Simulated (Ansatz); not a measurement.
# AsH: test of scalar relativity, by script

Wanted for AsH: a test of scalar relativity. SMILES: [AsH].

All numbers are computed with Ansatz 0.2.0 through its Python package. The levels of theory stand in the script.

### Step 1. The structure

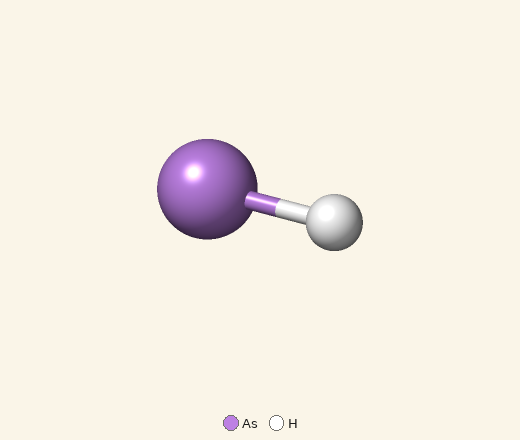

The structure that the script starts from, seen from a chosen angle (arsenic purple, hydrogen white).

No structure file is read: the coordinates are typed or built in the script.

### Step 2. The script

File x2c_ash.py:

```python
"""AsH with and without the spin-free two-component Hamiltonian."""

import ansatz as az
import numpy as np

GEOMETRY = """
As    0.78190    0.00000    0.00000
H    -0.78190    0.00000    0.00000
"""

ash = az.Crystal.molecule()
for line in GEOMETRY.strip().splitlines():
    symbol, *xyz = line.split()
    ash = ash.atom(symbol, [float(v) for v in xyz])

calc = (
    ash.calculation()
    .functional("pbe")
    .spin("collinear", total=2)
    .forces()  # eV per angstrom
)
# a set contracted for a scalar-relativistic Hamiltonian goes with the relativistic run
sets = {"none": "cc-pVTZ", "scalar": "cc-pVTZ-DK"}
found = {kind: calc.basis(gaussian=basis).pseudopotentials(relativity=kind).run().report for kind, basis in sets.items()}
for kind, each in found.items():
    dipole = 4.803205 * np.linalg.norm(each["charge_distribution"]["dipole_moment_e_ang"])
    print(f"{kind:7s} E = {each['free_energy_ev']:.4f} eV  dipole {dipole:.3f} D  largest force component {np.abs(each['forces_ev_ang']).max():.4f} eV/A")
print(f"relativity lowers the total energy by {found['none']['free_energy_ev'] - found['scalar']['free_energy_ev']:.3f} eV")
```

### Step 3. What the engine is handed

The package turns the script's settings into the engine's input (first run):

```yaml
crystal:
  periodic: [false, false, false]
  atoms:
    - { symbol: As, position_ang: [0.7819, 0.0, 0.0] }
    - { symbol: H, position_ang: [-0.7819, 0.0, 0.0] }
basis:
  gaussian:
    orbitals: cc-pVTZ
hamiltonian:
  xc: pbe
  pseudopotentials:
    relativity: none
magnetization:
  spin_polarized: true
  initial_magnetization: 2.0
output:
  forces: true
```

### Step 4. Launch

Launch:

```console
> python x2c_ash.py
```

Standard output:

```text
none    E = -60847.9253 eV  dipole 0.147 D  largest force component 0.2659 eV/A
scalar  E = -61525.5597 eV  dipole 0.071 D  largest force component 0.2864 eV/A
relativity lowers the total energy by 677.634 eV
```

It took 2.6 s on 1 thread of Arm Neoverse V1, shared host; peak memory 0.17 GiB.

### Step 5. Inputs of later runs

The engine's inputs for the other runs:

Run 2, against run 1:

```diff
@@ -8 +8 @@
-    orbitals: cc-pVTZ
+    orbitals: cc-pVTZ-DK
@@ -12 +12 @@
-    relativity: none
+    relativity: scalar
```

### Step 6. The runs side by side

From the records of these 2 runs:

```
run       basis  relativity  energy (eV)  <S²>  SCF cycles  CPU time (s)
  1     cc-pVTZ        none  -60847.9253  2.00          14          0.98
  2  cc-pVTZ-DK      scalar  -61525.5597  2.00          14           1.1
```

### Step 7. Summary of results

| quantity | value |
| --- | --- |
| relativistic lowering of the total energy | 677.634 eV |
| runs compared | 2 |

**Reading.** The total moves by -677.6 eV, nearly all in the cores, and the dipole from 0.15 to 0.07 D. The geometry is a force-field or estimated start, not a minimum of this method. The basis set changes with the Hamiltonian (a set recontracted for scalar relativity), and most of the change in the total lies in the cores. The species is open-shell (spin multiplicity 3). The spin state was assumed, and another may lie lower.
